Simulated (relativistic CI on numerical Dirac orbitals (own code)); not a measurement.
# W²⁺: one ion under different settings

Aim: see what numerical and physical settings do to the SCF, the total energy and the lowest levels of W²⁺.

The numbers are computed with relativistic CI on numerical Dirac orbitals (own code) version 3 (Dirac-Coulomb-Breit CI, KLI orbitals optimised for each configuration, model QED (radiative potential, 1s self-energy scaled to tabulated hydrogen-like ionisation energies), numerical settings as typed), except any that are marked as measured or tabulated.

### 1 What is computed

* ion: W²⁺ (W III)
* nuclear charge: 74
* electrons: 72
* isotope: A = 184

### 2 A try

Settings of the run:

```ini
atom W  Z=74  charge=2  electrons=72
nucleus A=184  rms_radius_fm=5.3658
hamiltonian dirac-coulomb  breit=on  qed=on  c_scale=1
orbitals kli  potential=per-configuration
slater_scale 1
correlation none
mixing on
grid step=0.6 r_max=67.1
scf mixing=0.4 start=green max_iterations=68 tolerance=2e-08 node_fill=0.05
configurations
  [Xe] 4f14 5d4
end
```

Command:

```console
python run_levels.py task.json out
```

One command runs all members of the session, one after another, from task.json.

Results of the run (chosen fields of its result record, rounded):

```text
status: refused
warnings: ["the grid has 31 points, outside 40 to 4096"]
```

Run time: 0.0003 s. Hardware: 1 thread, shared host.

Cause: the program refused the input. Step and end of the grid give a number of points outside the range that the program accepts. The input had grid step 0.6. The cure is to go back to a usual grid step.

### 3 A try

Settings of the run:

```ini
atom W  Z=74  charge=4  electrons=70
nucleus A=184  rms_radius_fm=5.3658
hamiltonian dirac-coulomb  breit=on  qed=on  c_scale=1
orbitals kli  potential=per-configuration
slater_scale 1
correlation none
mixing on
grid step=0.0125 r_max=67.1
scf mixing=0.4 start=green max_iterations=79 tolerance=2e-08 node_fill=0.05
configurations
  [Xe] 4f14 5d4
end
```

Main fields:

```text
status: refused
warnings: ["configuration [Xe] 4f14 5d4 has 72 electrons, the ion has 70"]
```

It took 0.00019 s on 1 thread, shared host.

What went wrong: the program refused the input. The electrons of a configuration don't add up to Z less the charge. The input had charge 4. The cure is to make charge and configurations agree.

### 4 With the usual settings

Settings of the run:

```ini
atom W  Z=74  charge=2  electrons=72
nucleus A=184  rms_radius_fm=5.3658
hamiltonian dirac-coulomb  breit=on  qed=on  c_scale=1
orbitals kli  potential=per-configuration
slater_scale 1
correlation none
mixing on
grid step=0.0125 r_max=67.1
scf mixing=0.4 start=green max_iterations=150 tolerance=2e-08 node_fill=0.05
configurations
  [Xe] 4f14 5d4
end
```

Main fields:

```text
status: converged
levels [i, E_cm, J2, conf, term, w_term, w_jj]:
  - [0, 0, 0, "5d4", "5D", 0.8898, 0.4847]
  - [1, 1126.8133, 2, "5d4", "5D", 0.9432, 0.7094]
  - [2, 2660.6448, 4, "5d4", "5D", 0.9726, 0.6602]
  - [3, 4321.809, 6, "5d4", "5D", 0.9675, 0.5189]
  - [4, 6013.17, 8, "5d4", "5D", 0.9293, 0.4109]
  - [5, 14461.444, 0, "5d4", "3P", 0.7954, 0.4493]
  - [6, 15495.228, 8, "5d4", "3H", 0.7044, 0.6453]
  - [7, 17842.272, 10, "5d4", "3H", 0.8562, 0.9366]
  - [8, 18411.083, 2, "5d4", "3P", 0.9111, 0.4672]
  - [9, 18565.527, 6, "5d4", "3G", 0.5635, 0.5503]
  - [10, 19264.182, 12, "5d4", "3H", 0.8788, 0.744]
  - [11, 19344.594, 4, "5d4", "3F", 0.9028, 0.5469]
  - [12, 20698.153, 8, "5d4", "3F", 0.4746, 0.4563]
  - [13, 22838.142, 4, "5d4", "3P", 0.7768, 0.5609]
  - "... 16 more rows left out ..."
total_energy [Ha]: -16126.587048
n_levels_all: 34
overlap: 1.50498e-11
scf_iterations: [14]
orbital_energies [Ha]: {"1s": -2547.65, "2s": -439.915, "2p1/2": -420.649, "2p3/2": -371.067, "3s": -101.884, "3p1/2": -93.3156, "3p3/2": -82.5895, "3d3/2": -68.1829, "3d5/2": -65.8522, "4s": -21.7186, "4p1/2": -18.16, "4p3/2": -15.6884, "4d3/2": -9.84389, "4d5/2": -9.38845, "4f5/2": -2.07168, "4f7/2": -1.98986, "5s": -3.65444, "5p1/2": -2.60425, "5p3/2": -2.24742, "5d3/2": -0.922836, "5d5/2": -0.892668}
configurations [conf, odd, states, E_av_Ha, breit_Ha, qed_Ha]:
  - ["5d4", 0, 210, -16155.31506, 17.18, 11.67]
scf_steps of the first configuration [iteration, E_Ha, residual, outer_eigenvalue_Ha]:
  - [1, -16111.58671, 3.6, -2.581]
  - [2, -16153.25826, 0.728, -1.204]
  - [3, -16154.96067, 0.256, -0.918]
  - [4, -16155.25607, 0.197, -0.9199]
  - [5, -16155.29804, 0.0672, -0.874]
  - [6, -16155.31607, 0.0162, -0.8999]
  - [7, -16155.31648, 0.0125, -0.8961]
  - [8, -16155.31463, 0.00276, -0.8921]
  - [9, -16155.31476, 0.00193, -0.8923]
  - [10, -16155.31506, 2.76e-05, -0.8927]
  - [11, -16155.31506, 1.08e-05, -0.8927]
  - [12, -16155.31506, 7.5e-08, -0.8927]
  - [13, -16155.31506, 2.44e-08, -0.8927]
  - [14, -16155.31506, 9.64e-09, -0.8927]
```

Run time: 0.13 s. Hardware: 1 thread, shared host.

### 5 Iteration limit 30, nuclear radius 6.9755, grid step 0.008

Settings of the run:

```ini
atom W  Z=74  charge=2  electrons=72
nucleus A=184  rms_radius_fm=6.9755
hamiltonian dirac-coulomb  breit=on  qed=on  c_scale=1
orbitals kli  potential=per-configuration
slater_scale 1
correlation none
mixing on
grid step=0.008 r_max=67.1
scf mixing=0.4 start=green max_iterations=30 tolerance=2e-08 node_fill=0.05
configurations
  [Xe] 4f14 5d4
end
```

Main fields:

```text
status: converged
levels [i, E_cm, J2, conf, term, w_term]:
  - [0, 0, 0, "5d4", "5D", 0.8898]
  - [1, 1126.9945, 2, "5d4", "5D", 0.9432]
  - [2, 2661.0057, 4, "5d4", "5D", 0.9726]
  - [3, 4322.3154, 6, "5d4", "5D", 0.9675]
  - [4, 6013.7835, 8, "5d4", "5D", 0.9293]
  - [5, 14461.75, 0, "5d4", "3P", 0.7954]
  - [6, 15495.626, 8, "5d4", "3H", 0.7044]
  - [7, 17842.949, 10, "5d4", "3H", 0.8561]
  - "... 22 more rows left out ..."
total_energy [Ha]: -16125.222488
n_levels_all: 34
overlap: 7.8219e-13
scf_iterations: [14]
orbital_energies [Ha]: {"1s": -2547.09, "2s": -439.835, "2p1/2": -420.648, "2p3/2": -371.07, "3s": -101.867, "3p1/2": -93.3154, "3p3/2": -82.5904, "3d3/2": -68.1837, "3d5/2": -65.853, "4s": -21.7143, "4p1/2": -18.16, "4p3/2": -15.6886, "4d3/2": -9.84407, "4d5/2": -9.38862, "4f5/2": -2.07178, "4f7/2": -1.98995, "5s": -3.65368, "5p1/2": -2.60425, "5p3/2": -2.24746, "5d3/2": -0.922853, "5d5/2": -0.892683}
configurations [conf, odd, states, E_av_Ha, breit_Ha, qed_Ha]:
  - ["5d4", 0, 210, -16153.91976, 17.17, 11.64]
scf_steps of the first configuration [iteration, E_Ha, residual, outer_eigenvalue_Ha]:
  - [1, -16110.19704, 3.6, -2.581]
  - [2, -16151.86344, 0.728, -1.204]
  - [3, -16153.56549, 0.256, -0.918]
  - [4, -16153.86079, 0.197, -0.9199]
  - [5, -16153.90274, 0.0672, -0.874]
  - [6, -16153.92077, 0.0162, -0.9]
  - [7, -16153.92118, 0.0125, -0.8962]
  - [8, -16153.91932, 0.00278, -0.8921]
  - [9, -16153.91952, 0.00156, -0.8924]
  - [10, -16153.91976, 2.04e-05, -0.8927]
  - [11, -16153.91976, 1.62e-06, -0.8927]
  - [12, -16153.91976, 2.43e-08, -0.8927]
  - [13, -16153.91976, 2.39e-08, -0.8927]
  - [14, -16153.91976, 2.08e-10, -0.8927]
```

Run time: 0.2 s. Hardware: 1 thread, shared host.

The changed nuclear radius is not that of the isotope named.

### 6 Node fill 0.01

Settings of the run:

```ini
atom W  Z=74  charge=2  electrons=72
nucleus A=184  rms_radius_fm=5.3658
hamiltonian dirac-coulomb  breit=on  qed=on  c_scale=1
orbitals kli  potential=per-configuration
slater_scale 1
correlation none
mixing on
grid step=0.0125 r_max=67.1
scf mixing=0.4 start=green max_iterations=150 tolerance=2e-08 node_fill=0.01
configurations
  [Xe] 4f14 5d4
end
```

Main fields:

```text
status: converged
levels [i, E_cm, J2, conf, term, w_term]:
  - [0, 0, 0, "5d4", "5D", 0.8939]
  - [1, 1092.7656, 2, "5d4", "5D", 0.945]
  - [2, 2595.389, 4, "5d4", "5D", 0.9734]
  - [3, 4233.9417, 6, "5d4", "5D", 0.9687]
  - [4, 5911.6747, 8, "5d4", "5D", 0.9321]
  - [5, 14493.089, 0, "5d4", "3P", 0.8011]
  - [6, 15510.962, 8, "5d4", "3H", 0.7086]
  - [7, 17808.973, 10, "5d4", "3H", 0.8584]
  - "... 22 more rows left out ..."
total_energy [Ha]: -16126.581624
n_levels_all: 34
overlap: 1.52813e-11
scf_iterations: [12]
orbital_energies [Ha]: {"1s": -2548.11, "2s": -440.133, "2p1/2": -420.894, "2p3/2": -371.291, "3s": -101.972, "3p1/2": -93.4095, "3p3/2": -82.676, "3d3/2": -68.2789, "3d5/2": -65.9452, "4s": -21.7429, "4p1/2": -18.1859, "4p3/2": -15.7121, "4d3/2": -9.86838, "4d5/2": -9.41217, "4f5/2": -2.09089, "4f7/2": -2.00868, "5s": -3.66398, "5p1/2": -2.61285, "5p3/2": -2.25476, "5d3/2": -0.927649, "5d5/2": -0.897252}
configurations [conf, odd, states, E_av_Ha, breit_Ha, qed_Ha]:
  - ["5d4", 0, 210, -16155.31806, 17.19, 11.67]
scf_steps of the first configuration [iteration, E_Ha, residual, outer_eigenvalue_Ha]:
  - [1, -16111.58671, 3.58, -2.581]
  - [2, -16153.17573, 0.723, -1.209]
  - [3, -16154.97696, 0.253, -0.9227]
  - [4, -16155.23646, 0.195, -0.9245]
  - [5, -16155.30716, 0.0668, -0.8787]
  - [6, -16155.31808, 0.0161, -0.9044]
  - [7, -16155.31849, 0.0123, -0.9006]
  - [8, -16155.31786, 0.00279, -0.8967]
  - [9, -16155.31804, 0.00034, -0.8972]
  - [10, -16155.31806, 1.59e-05, -0.8972]
  - [11, -16155.31806, 1.04e-06, -0.8972]
  - [12, -16155.31806, 1.76e-08, -0.8972]
```

It took 0.12 s on 1 thread, shared host.

### 7 Potential mixing 0.1, end of the grid 46.97, Breit term off

Settings of the run:

```ini
atom W  Z=74  charge=2  electrons=72
nucleus A=184  rms_radius_fm=5.3658
hamiltonian dirac-coulomb  breit=off  qed=on  c_scale=1
orbitals kli  potential=per-configuration
slater_scale 1
correlation none
mixing on
grid step=0.0125 r_max=46.97
scf mixing=0.1 start=green max_iterations=150 tolerance=2e-08 node_fill=0.05
configurations
  [Xe] 4f14 5d4
end
```

Main fields:

```text
status: converged
levels [i, E_cm, J2, conf, term, w_term]:
  - [0, 0, 0, "5d4", "5D", 0.8822]
  - [1, 1196.0068, 2, "5d4", "5D", 0.94]
  - [2, 2796.4126, 4, "5d4", "5D", 0.9711]
  - [3, 4509.8033, 6, "5d4", "5D", 0.9653]
  - [4, 6238.3119, 8, "5d4", "5D", 0.9241]
  - [5, 14493.767, 0, "5d4", "3P", 0.7852]
  - [6, 15569.58, 8, "5d4", "3H", 0.6974]
  - [7, 18021.516, 10, "5d4", "3H", 0.8523]
  - "... 22 more rows left out ..."
total_energy [Ha]: -16143.766639
n_levels_all: 34
overlap: 1.50524e-11
scf_iterations: [17]
orbital_energies [Ha]: {"1s": -2547.65, "2s": -439.915, "2p1/2": -420.649, "2p3/2": -371.067, "3s": -101.884, "3p1/2": -93.3156, "3p3/2": -82.5895, "3d3/2": -68.1829, "3d5/2": -65.8522, "4s": -21.7186, "4p1/2": -18.16, "4p3/2": -15.6884, "4d3/2": -9.84389, "4d5/2": -9.38845, "4f5/2": -2.07168, "4f7/2": -1.98986, "5s": -3.65444, "5p1/2": -2.60425, "5p3/2": -2.24742, "5d3/2": -0.922836, "5d5/2": -0.892668}
configurations [conf, odd, states, E_av_Ha, breit_Ha, qed_Ha]:
  - ["5d4", 0, 210, -16155.31506, 0, 11.67]
scf_steps of the first configuration [iteration, E_Ha, residual, outer_eigenvalue_Ha]:
  - [1, -16111.58671, 3.6, -2.581]
  - [2, -16125.90647, 3.03, -2.164]
  - [3, -16150.59686, 1.19, -0.8748]
  - [4, -16154.47174, 0.401, -0.9928]
  - [5, -16155.20847, 0.222, -0.877]
  - [6, -16155.30946, 0.0606, -0.8641]
  - [7, -16155.31473, 0.0643, -0.8812]
  - [8, -16155.31388, 0.00397, -0.8986]
  - [9, -16155.31509, 0.00204, -0.8947]
  - [10, -16155.31538, 0.00233, -0.8931]
  - [11, -16155.31539, 0.00219, -0.893]
  - [12, -16155.31505, 9.76e-05, -0.8927]
  - [13, -16155.31506, 5.29e-06, -0.8927]
  - [14, -16155.31506, 5.83e-07, -0.8927]
  - [15, -16155.31506, 8.71e-08, -0.8927]
  - [16, -16155.31506, 5.54e-08, -0.8927]
  - [17, -16155.31506, 1.38e-09, -0.8927]
```

It took 0.13 s on 1 thread, shared host.

### 8 End of the grid 33.55, iteration limit 30, tolerance 1e-10

Settings of the run:

```ini
atom W  Z=74  charge=2  electrons=72
nucleus A=184  rms_radius_fm=5.3658
hamiltonian dirac-coulomb  breit=on  qed=on  c_scale=1
orbitals kli  potential=per-configuration
slater_scale 1
correlation none
mixing on
grid step=0.0125 r_max=33.55
scf mixing=0.4 start=green max_iterations=30 tolerance=1e-10 node_fill=0.05
configurations
  [Xe] 4f14 5d4
end
```

Main fields:

```text
status: converged
levels [i, E_cm, J2, conf, term, w_term]:
  - [0, 0, 0, "5d4", "5D", 0.8898]
  - [1, 1126.8133, 2, "5d4", "5D", 0.9432]
  - [2, 2660.6448, 4, "5d4", "5D", 0.9726]
  - [3, 4321.809, 6, "5d4", "5D", 0.9675]
  - [4, 6013.17, 8, "5d4", "5D", 0.9293]
  - [5, 14461.444, 0, "5d4", "3P", 0.7954]
  - [6, 15495.228, 8, "5d4", "3H", 0.7044]
  - [7, 17842.272, 10, "5d4", "3H", 0.8562]
  - "... 22 more rows left out ..."
total_energy [Ha]: -16126.587048
n_levels_all: 34
overlap: 1.50531e-11
scf_iterations: [17]
orbital_energies [Ha]: {"1s": -2547.65, "2s": -439.915, "2p1/2": -420.649, "2p3/2": -371.067, "3s": -101.884, "3p1/2": -93.3156, "3p3/2": -82.5895, "3d3/2": -68.1829, "3d5/2": -65.8522, "4s": -21.7186, "4p1/2": -18.16, "4p3/2": -15.6884, "4d3/2": -9.84389, "4d5/2": -9.38845, "4f5/2": -2.07168, "4f7/2": -1.98986, "5s": -3.65444, "5p1/2": -2.60425, "5p3/2": -2.24742, "5d3/2": -0.922836, "5d5/2": -0.892668}
configurations [conf, odd, states, E_av_Ha, breit_Ha, qed_Ha]:
  - ["5d4", 0, 210, -16155.31506, 17.18, 11.67]
scf_steps of the first configuration [iteration, E_Ha, residual, outer_eigenvalue_Ha]:
  - [1, -16111.58671, 3.6, -2.581]
  - [2, -16153.25826, 0.728, -1.204]
  - [3, -16154.96067, 0.256, -0.918]
  - [4, -16155.25607, 0.197, -0.9199]
  - [5, -16155.29804, 0.0672, -0.874]
  - [6, -16155.31607, 0.0162, -0.8999]
  - [7, -16155.31648, 0.0125, -0.8961]
  - [8, -16155.31463, 0.00276, -0.8921]
  - [9, -16155.31476, 0.00193, -0.8923]
  - [10, -16155.31506, 2.76e-05, -0.8927]
  - [11, -16155.31506, 1.07e-05, -0.8927]
  - [12, -16155.31506, 7.5e-08, -0.8927]
  - [13, -16155.31506, 2.38e-08, -0.8927]
  - [14, -16155.31506, 9.22e-09, -0.8927]
  - [15, -16155.31506, 2.31e-09, -0.8927]
  - [16, -16155.31506, 1.95e-10, -0.8927]
  - [17, -16155.31506, 3.93e-11, -0.8927]
```

It took 0.14 s on 1 thread, shared host.

### 9 The runs side by side

| setting | total energy less usual (Ha) | largest shift of a level among the lowest eight of both runs, same label and place (cm⁻¹) | SCF iterations | time | lowest level | kind of change |
| --- | --- | --- | --- | --- | --- | --- |
| usual | 0 | 0 | 14 | 0.13 s | 5d4 5D0 | - |
| iteration limit 30, nuclear radius 6.9755, grid step 0.008 | 1.36 | 0.676 | 14 | 0.2 s | 5d4 5D0 | unphysical constant |
| node fill 0.01 | 0.00542 | 101 | 12 | 0.12 s | 5d4 5D0 | numerical |
| potential mixing 0.1, end of the grid 46.97, Breit term off | -17.2 | 225 | 17 | 0.13 s | 5d4 5D0 | model term |
| end of the grid 33.55, iteration limit 30, tolerance 1e-10 | 0 | 0 | 17 | 0.14 s | 5d4 5D0 | numerical |

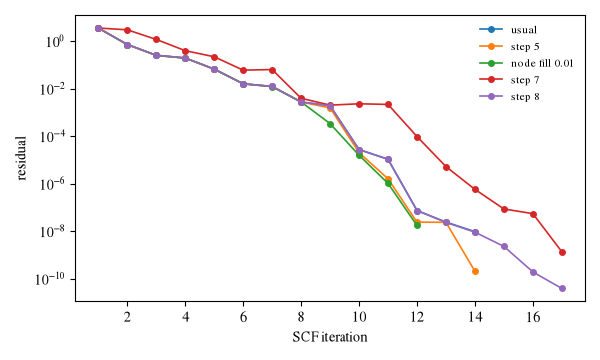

Residual of the first configuration's SCF.

### 10 Results

```
                    quantity           value
lowest level, usual settings         5d4 5D0
                total energy  -16126.5870 Ha
            first excitation     1126.8 cm⁻¹
       runs without a result               2
```

What this shows: Among the runs whose levels can be followed, they move most under «potential mixing 0.1, end of the grid 46.97, Breit term off» (model term), by up to 225 cm⁻¹. No visible change in the result comes from «end of the grid 33.55, iteration limit 30, tolerance 1e-10». Only the listed configurations are in the model. In a near-neutral ion this small CI can misplace whole configurations by 10,000 cm⁻¹ or more, above all where the count of f electrons changes.
